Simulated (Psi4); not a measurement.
**BCl2 (SMILES Cl[B]Cl) at U-wB97M-V/def2-TZVP**

Aim: the energy change on altering one bond length of BCl2 at U-wB97M-V/def2-TZVP, from 2 runs. 

Program for the calculation: Psi4 1.11.

2 further runs of the same task are left out: 2 set aside as unsound or not needed.

### 1 Starting point

BCl2: 3 atoms, total charge 0, spin state doublet. SMILES: `Cl[B]Cl`. Geometry: relaxed at PBE0-D4/def2-TZVP.

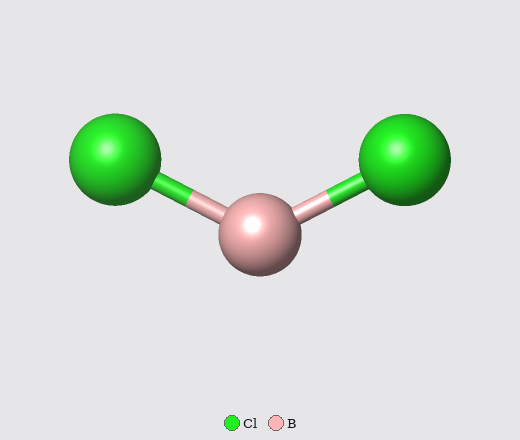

Viewed from a chosen angle; chlorine green, boron pink.

### 2 The energy at U-wB97M-V/def2-TZVP

Input file calc.inp:

```
memory 1.6 GB

molecule system {
  0 2
  Cl     0.371500    -1.525600     0.030000
  B     -0.463900    -0.050300    -0.256900
  Cl     0.081500     1.511100     0.213700
  units angstrom
  symmetry c1
}

set {
  basis                def2-TZVP
  reference            uks
  puream               true
  e_convergence        1e-09
  d_convergence        1e-08
  scf_type             pk
  dft_radial_points    99
  dft_spherical_points 590
  maxiter              100
}

e = energy("wb97m-v")
```

Run with:

```console
$ psi4 -n 1 calc.inp calc.out
```

calc.out, cut to the lines that bear on the results:

```text
[...]
  Running in c1 symmetry.
[...]
  Nuclear repulsion =  102.359078461763858
[...]
  Multiplicity = 2
[...]
  Nalpha       = 20
  Nbeta        = 19
[...]
    Number of basis functions: 105
[...]
   @UKS iter   1:  -945.20949902131701   -2.34106e-01   2.84046e-03 DIIS/ADIIS
[...]
   @UKS iter  11:  -945.22933796988241   -3.34239e-11   7.39070e-09 DIIS
[...]
   @S^2 Observed:                7.521701461E-01
[...]
    Orbital Energies [Eh]
    ---------------------
    Alpha Occupied:
       1A   -101.899984     2A   -101.899976     3A     -9.673861
       4A     -9.673851     5A     -7.376340     6A     -7.376332
       7A     -7.371972     8A     -7.371964     9A     -7.371003
      10A     -7.370993    11A     -7.021411    12A     -1.007589
      13A     -0.975531    14A     -0.629112    15A     -0.550313
      16A     -0.504888    17A     -0.499917    18A     -0.447346
      19A     -0.439382    20A     -0.303225
    Alpha Virtual:
      21A      0.008779    22A      0.115968    23A      0.143604
      24A      0.146742    25A      0.170555    26A      0.178599
[...]
  @UKS Final Energy:  -945.22933796988241
   => Energetics <=
    Nuclear Repulsion Energy =            102.3590784617638576
    One-Electron Energy =               -1506.9521753876492767
    Two-Electron Energy =                 505.7195709131937065
    DFT Exchange-Correlation Energy =     -46.5176746016789977
    Empirical Dispersion Energy =           0.0000000000000000
    VV10 Nonlocal Energy =                  0.1618626444883030
    Total Energy =                       -945.2293379698824083
[...]
 Multipole Moments:
 ------------------------------------------------------------------------------------
     Multipole            Electronic (a.u.)      Nuclear  (a.u.)        Total (a.u.)
 ------------------------------------------------------------------------------------
 L = 1.  Multiply by 2.5417464519 to convert [e a0] to [Debye]
 Dipole X            :         -0.3228836            0.4527417            0.1298581
 Dipole Y            :         -0.0178508            0.0248715            0.0070207
 Dipole Z            :         -0.0000000           -0.0000000           -0.0000000
 Magnitude           :                                                    0.1300478
[...]
```

Run time: 57 s. Hardware: 1 thread of Intel Xeon Platinum 8259CL at 2.50GHz (Skylake/Cascade Lake), shared host; peak memory 0.78 GiB.

### 3 The distorted shape

Input file run.py:

```python
import psi4

psi4.set_memory(1600000000)
psi4.set_num_threads(1)
psi4.core.set_output_file('output.dat', False)

mol = psi4.geometry("""
0 2
Cl     0.098814    -2.306260    -0.205288
B     -0.736586    -0.830960    -0.492188
Cl     0.081500     1.511100     0.213700
units angstrom
symmetry c1
""")

psi4.set_options({
    'basis': 'def2-TZVP',
    'reference': 'uks',
    'puream': True,
    'e_convergence': 1e-09,
    'd_convergence': 1e-08,
    'scf_type': 'pk',
    'dft_radial_points': 99,
    'dft_spherical_points': 590,
    'maxiter': 100,
})

energy_value = psi4.energy('wb97m-v', molecule=mol)
print('E =', round(energy_value, 9))
```

Run with:

```console
$ python run.py
```

output.dat, cut to the lines that bear on the results:

```text
[...]
  Running in c1 symmetry.
[...]
  Nuclear repulsion =   83.420253872908333
[...]
  Multiplicity = 2
[...]
  Nalpha       = 20
  Nbeta        = 19
[...]
    Number of basis functions: 105
[...]
   @UKS iter   1:  -945.05105394671807   -5.41690e-01   3.90076e-03 ADIIS/DIIS
[...]
   @UKS iter  18:  -945.13973470979022   -6.02540e-12   3.52504e-09 DIIS
[...]
   @S^2 Observed:                7.717898114E-01
[...]
    Orbital Energies [Eh]
    ---------------------
    Alpha Occupied:
       1A   -101.955067     2A   -101.848539     3A     -9.728280
       4A     -9.617254     5A     -7.430388     6A     -7.426243
       7A     -7.425817     8A     -7.326245     9A     -7.313663
      10A     -7.313562    11A     -7.092941    12A     -1.041476
      13A     -0.890698    14A     -0.652939    15A     -0.522983
      16A     -0.520555    17A     -0.470171    18A     -0.393824
      19A     -0.393662    20A     -0.364592
    Alpha Virtual:
      21A     -0.034384    22A     -0.008002    23A      0.099643
      24A      0.123781    25A      0.165113    26A      0.171100
[...]
  @UKS Final Energy:  -945.13973470979022
   => Energetics <=
    Nuclear Repulsion Energy =             83.4202538729083329
    One-Electron Energy =               -1469.1623224522741111
    Two-Electron Energy =                 486.8388811514933536
    DFT Exchange-Correlation Energy =     -46.3996831693230760
    Empirical Dispersion Energy =           0.0000000000000000
    VV10 Nonlocal Energy =                  0.1631358874054689
    Total Energy =                       -945.1397347097902184
[...]
 Multipole Moments:
 ------------------------------------------------------------------------------------
     Multipole            Electronic (a.u.)      Nuclear  (a.u.)        Total (a.u.)
 ------------------------------------------------------------------------------------
 L = 1.  Multiply by 2.5417464519 to convert [e a0] to [Debye]
 Dipole X            :         -0.8034369            0.5538828           -0.2495541
 Dipole Y            :         -1.8871413            0.2503788           -1.6367625
 Dipole Z            :          0.0000000            0.0000000            0.0000000
 Magnitude           :                                                    1.6556777
[...]
```

Standard output:

```text
E = -945.13973471
```

It took 83 s on 1 thread of Intel Xeon Platinum 8259CL at 2.50GHz (Skylake/Cascade Lake), shared host; peak memory 0.77 GiB.

### 4 Outcome

Level: U-wB97M-V/def2-TZVP.

| quantity | value |
| --- | --- |
| first shape: total energy | -945.22934 Eh |
| first shape: dipole moment | 0.33 D |
| first shape: HOMO energy (highest over α and β) | -8.25 eV |
| first shape: LUMO energy (lowest over α and β) | -0.46 eV |
| first shape: ⟨S²⟩ | 0.752 |
| distorted shape: total energy | -945.13973 Eh |
| distorted shape: dipole moment | 4.21 D |
| distorted shape: HOMO energy (highest over α and β) | -9.92 eV |
| distorted shape: LUMO energy (lowest over α and β) | -2.78 eV |
| distorted shape: ⟨S²⟩ | 0.772 |
| energy change with the B2–Cl3 bond stretched from 1.720 to 2.579 Å | 2.438 eV |

With the B2–Cl3 bond stretched from 1.720 to 2.579 Å the energy rises by 2.44 eV (56 kcal/mol). The first shape isn't relaxed at this level, so the change isn't measured from a minimum.
